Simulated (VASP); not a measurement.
Band structure of PtSb (relaxed from the rock salt structure, space group Fm-3m). Computed with r2SCAN meta-GGA, VASP's PBE PAW potentials (set 64) (plane waves; VASP).

Unless said otherwise, spin-orbit coupling is left out, though it shifts the bands of the heavy elements here.

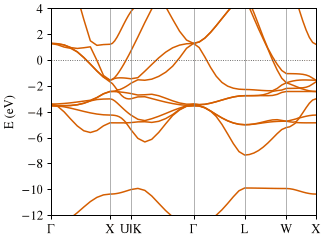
Bands along high-symmetry lines, zero at the valence-band maximum or, without a gap, the Fermi level

**Question.** Read the plot: is there a gap, and where are the band edges?

**Answer.** It has no gap at this level: it comes out as a metal or semimetal.

The structure was generated: PtSb was put into the rock salt type (Fm-3m), which need not be its known phase. It was relaxed first, which changed the volume by -20 %. The electron count is odd and the run is not spin-polarised, which forces a metal.
